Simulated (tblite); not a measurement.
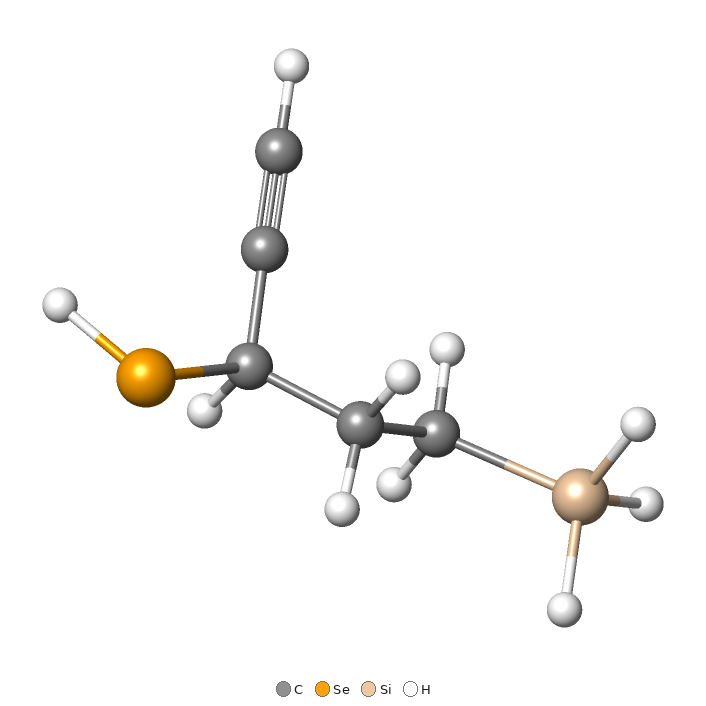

Simulated data, not a measurement (program: tblite).

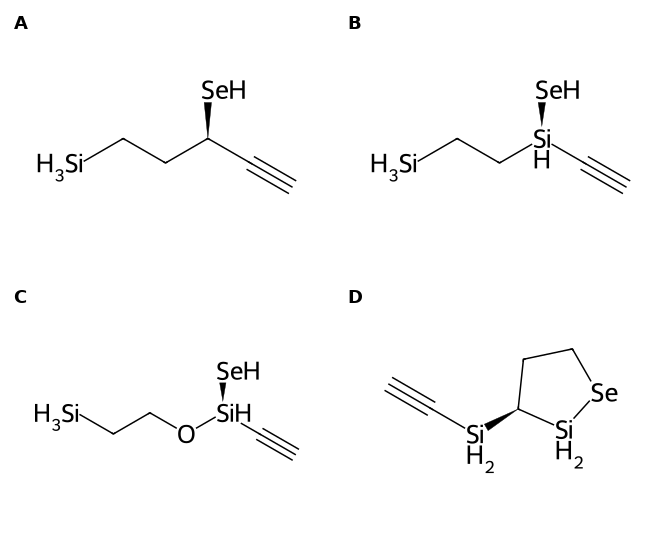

Question: The first picture shows one of the molecules drawn in the second. Which?

Answer: A, `C#C[C@H]([SeH])CC[SiH3]`.
